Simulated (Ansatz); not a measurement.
# C2H6B (SMILES [BH]CC) at UBHLYP/def2-SVPD

Aim: the electronic atomisation energy of C2H6B at UBHLYP/def2-SVPD, from 4 runs. 

The calculation is run with Ansatz 0.2.0.

36 further runs of the same task are left out: 36 set aside as unsound or not needed.

## Step 1: Starting point

C2H6B: 9 atoms, total charge 0, spin state doublet. As SMILES, `[BH]CC`. The coordinates come from a PBE0-D4/def2-TZVP relaxation. This is one conformer, not always the lowest.

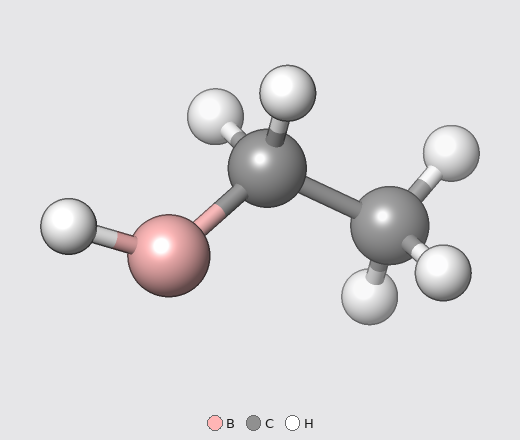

The structure, seen from a chosen angle (boron pink, carbon grey, hydrogen white).

## Step 2: A single-point energy at UBHLYP/def2-SVPD

File job.yaml:

```yaml
crystal:
  periodic: [false, false, false]
  atoms:
    - {symbol: B, position_ang: [-1.415300, 0.517300, -0.623600]}
    - {symbol: C, position_ang: [0.077500, 0.346900, -0.300600]}
    - {symbol: C, position_ang: [0.504700, -0.731500, 0.688600]}
    - {symbol: H, position_ang: [-1.915600, 1.307200, -1.370300]}
    - {symbol: H, position_ang: [0.580700, 0.211000, -1.273200]}
    - {symbol: H, position_ang: [0.428600, 1.341200, 0.024500]}
    - {symbol: H, position_ang: [1.588300, -0.746200, 0.828800]}
    - {symbol: H, position_ang: [0.197300, -1.721000, 0.344100]}
    - {symbol: H, position_ang: [0.042200, -0.571000, 1.664600]}
basis:
  gaussian: {orbitals: def2-SVPD}
magnetization: {spin_polarized: true, initial_magnetization: 1}
hamiltonian: {xc: {name: BHLYP}}
accuracy: high
output: {orbitals: {seedname: orbitals}}
```

Started as:

```sh
$ ansatz run job.yaml --threads 1 --pin off --max-ram 3480MiB --events-out events.jsonl --progress --plain --runs-dir runs
```

Standard output:

```text
Warning: RAYON_NUM_THREADS=1 ignored (pool sized by the plan → 1); use --threads N
Functional definition: BHLYP
  name "BHLYP"
  parameter a = 0.5
  exchange = (1 - a)*b88_x + a*exact_x
  correlation = lyp_c
2220 factors; integrals over basis functions are off by at most 3.1e-9 eV
mean field evaluation 1: about -2838.2450 eV, gradient 2.7e1 eV
mean field evaluation 2: about -2839.2458 eV, gradient 2.3e1 eV
mean field evaluation 4: about -2841.9185 eV, gradient 4.1e-1 eV
mean field evaluation 8: about -2841.9466 eV, gradient 6.0e-2 eV
mean field evaluation 16: about -2841.9467 eV, gradient 2.2e-5 eV
mean field -2841.94666250 eV, -104.4396135061 hartree, gradient 4.4e-8 eV, S^2 0.751787; 2 other end points of the search recorded, 0 dependent functions left out
reference -2841.94669112 eV, -104.4396145579 hartree; 12, 11 occupied and 96, 97 virtual orbitals, 2220 factors
Total energy: -2841.94669112 eV, -104.4396145579 hartree
```

It took 15 s on 1 thread of Intel Xeon Platinum 8259CL at 2.50GHz (Skylake/Cascade Lake), shared host; peak memory 0.44 GiB.

## Step 3: The B atom

File input.yaml:

```yaml
crystal:
  periodic: [false, false, false]
  atoms:
    - {symbol: B, position_ang: [0.000000, 0.000000, 0.000000]}
basis:
  gaussian:
    orbitals: def2-SVPD
magnetization:
  spin_polarized: true
  initial_magnetization: 1
hamiltonian:
  xc: {name: BHLYP}
accuracy: high
```

Run the same way, it converges to -24.62440 Eh (log not shown).

## Step 4: The C atom at the same level

File job.yaml:

```yaml
basis:
  gaussian:
    orbitals: def2-SVPD
crystal:
  periodic: [false, false, false]
  atoms:
    - {symbol: C, position_ang: [0.000000, 0.000000, 0.000000]}
magnetization:
  spin_polarized: true
  initial_magnetization: 2
hamiltonian:
  xc: {name: BHLYP}
accuracy: high
```

Started as:

```sh
$ ansatz run job.yaml --threads 1 --pin off --max-ram 3480MiB --events-out events.jsonl --progress --plain --runs-dir runs
```

Standard output:

```text
Warning: RAYON_NUM_THREADS=1 ignored (pool sized by the plan → 1); use --threads N
[... 5 set-up lines as earlier in the session ...]
163 factors; integrals over basis functions are off by at most 3.2e-9 eV
mean field evaluation 1: about -1028.5738 eV, gradient 3.6e0 eV
mean field evaluation 2: about -1028.6597 eV, gradient 7.0e-1 eV
mean field evaluation 4: about -1028.6655 eV, gradient 5.0e-2 eV
mean field evaluation 8: about -1028.6655 eV, gradient 2.3e-4 eV
mean field -1028.66549907 eV, -37.8027598362 hartree, gradient 3.1e-8 eV, S^2 2.005053; 0 other end points of the search recorded, 0 dependent functions left out
reference -1028.66551596 eV, -37.8027604571 hartree; 4, 2 occupied and 16, 18 virtual orbitals, 163 factors
Total energy: -1028.66551596 eV, -37.8027604571 hartree
```

Run time: 0.38 s. Hardware: 1 thread of Intel Xeon Platinum 8259CL at 2.50GHz (Skylake/Cascade Lake), shared host.

## Step 5: The H atom

File input.yaml:

```yaml
crystal:
  periodic: [false, false, false]
  atoms:
    - {symbol: H, position_ang: [0.000000, 0.000000, 0.000000]}
basis:
  gaussian:
    orbitals: def2-SVPD
accuracy: high
hamiltonian:
  xc: {name: BHLYP}
magnetization:
  spin_polarized: true
  initial_magnetization: 1
```

Started as:

```sh
$ ansatz run input.yaml --threads 1 --pin off --max-ram 3480MiB --events-out events.jsonl --progress --plain --runs-dir runs
```

Standard output:

```text
Warning: RAYON_NUM_THREADS=1 ignored (pool sized by the plan → 1); use --threads N
[... 5 set-up lines as earlier in the session ...]
33 factors; integrals over basis functions are off by at most 4.9e-10 eV
mean field evaluation 1: about -13.5381 eV, gradient 8.2e-1 eV
mean field evaluation 2: about -13.5466 eV, gradient 1.5e-1 eV
mean field evaluation 4: about -13.5469 eV, gradient 1.0e-4 eV
mean field evaluation 8: about -13.5469 eV, gradient 2.4e-8 eV
mean field -13.54689866 eV, -0.4978393432 hartree, gradient 2.4e-8 eV, S^2 0.750000; 0 other end points of the search recorded, 0 dependent functions left out
reference -13.54691167 eV, -0.4978398215 hartree; 1, 0 occupied and 7, 8 virtual orbitals, 33 factors
Total energy: -13.54691167 eV, -0.4978398215 hartree
```

It took 0.14 s on 1 thread of Intel Xeon Platinum 8259CL at 2.50GHz (Skylake/Cascade Lake), shared host.

## Step 6: What came out

At UBHLYP/def2-SVPD:

| quantity | value |
| --- | --- |
| molecule: total energy | -104.43961 Eh |
| molecule: HOMO energy (highest over α and β) | -6.52 eV |
| molecule: LUMO energy (lowest over α and β) | -0.36 eV |
| molecule: ⟨S²⟩ | 0.752 |
| B atom: total energy | -24.62440 Eh |
| B atom: ⟨S²⟩ | 0.755 |
| C atom: total energy | -37.80276 Eh |
| C atom: ⟨S²⟩ | 2.005 |
| H atom: total energy | -0.49784 Eh |
| H atom: ⟨S²⟩ | 0.750 |
| electronic atomisation energy | 33.270 eV |

What this shows: Taking the molecule apart into free atoms costs 33.27 eV (767 kcal/mol), before zero-point energy and without spin-orbit coupling.
